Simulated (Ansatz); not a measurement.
# C₃H₆FN: up Jacob's ladder to CCSD(T)

Aim: compute C₃H₆FN with functionals from several rungs and with coupled cluster, and see how far each lands from CCSD(T) at the basis-set limit for the atomisation energy.

Computed with Ansatz 0.2.0, Gaussian basis. Level: functionals in def2-TZVPP, the program's frozen cores in correlated methods.

Levels to be run: PBE-D4, r2SCAN-D4, PBE0-D4, B3LYP-D4, ωB97X-V, ωB97M-V, B2PLYP; CCSD(T)/def2-TZVPP; MP2/def2-QZVPP; extrapolation to the limit.

## 1. The geometry

An earlier PBE0-D4 in a triple-zeta def2 set relaxation fixed the geometry.

SMILES `CC(F)C=N`, 11 atoms, charge 0, spin multiplicity 1.

Atoms are counted from 1 here; the program's logs count them from 0.

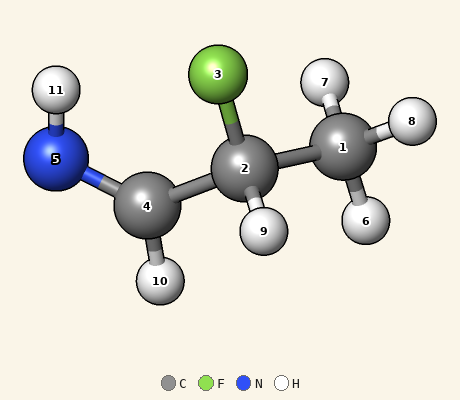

The structure; carbon grey, fluorine green, nitrogen blue, hydrogen white; atoms are numbered from 1 in the order of the file.

## 2. PBE-D4 (GGA)

in.yaml reads:

```yaml
crystal:
  periodic: [false, false, false]
  atoms:
    - {symbol: C, position_ang: [-1.035285, 0.386037, 0.796079]}
    - {symbol: C, position_ang: [0.249093, -0.310208, 0.410249]}
    - {symbol: F, position_ang: [-0.006042, -1.651191, 0.182027]}
    - {symbol: C, position_ang: [0.877812, 0.293631, -0.814380]}
    - {symbol: N, position_ang: [1.112309, -0.289128, -1.904900]}
    - {symbol: H, position_ang: [-0.845930, 1.443180, 0.994865]}
    - {symbol: H, position_ang: [-1.763779, 0.310264, -0.013297]}
    - {symbol: H, position_ang: [-1.454358, -0.065367, 1.696038]}
    - {symbol: H, position_ang: [0.972152, -0.258865, 1.235042]}
    - {symbol: H, position_ang: [1.140585, 1.352052, -0.714879]}
    - {symbol: H, position_ang: [0.818743, -1.267306, -1.846444]}
basis:
  gaussian: {orbitals: def2-TZVPP}
hamiltonian: {xc: pbe, dispersion: d4}
output: {forces: true, orbitals: {seedname: orbitals}}
```

On the command line:

```
> ansatz run in.yaml --threads 4 --pin off --events-out ev --progress --plain --max-ram 10444MiB
```

After this run come: r2SCAN-D4 (meta-GGA); PBE0-D4 (hybrid); B3LYP-D4 (hybrid); ωB97X-V (range-separated); ωB97M-V (range-separated); B2PLYP (double hybrid); CCSD(T) in def2-TZVPP; MP2 in def2-QZVPP.

Before running them: what should the planned runs give, taken together? Wanted: atomisation energy, CCSD(T)/CBS; farthest; mean size of error, hybrid; mean size of error, range-separated; gap, smallest and largest; T1 diagnostic; triples share of the correlation energy.

As calculated:

```
                               quantity                                 value
        atomisation energy, CCSD(T)/CBS                             45.217 eV
    functionals within 0.226 eV (0.5 %)          r2SCAN-D4, B3LYP-D4, ωB97X-V
                               farthest                    PBE-D4 (+1.453 eV)
             mean size of error, hybrid                              0.265 eV
    mean size of error, range-separated                              0.199 eV
              gap, smallest and largest  4.77 eV (PBE-D4), 12.27 eV (ωB97X-V)
                          T1 diagnostic                                0.0115
triples share of the correlation energy                                 3.8 %
```

PBE-D4 is off by +1.453 eV. Double hybrids carry the basis error of their MP2 part in triple zeta, and no dispersion term here, so their miss is partly the set-up's. The reference freezes the cores and leaves out relativity and excitations past (T), so misses under about 0.226 eV can't be ranked. Hartree-Fock recovers 71 % of the binding; the rest is correlation. Orbital gaps span 4.8 to 12.3 eV; exact exchange widens them.
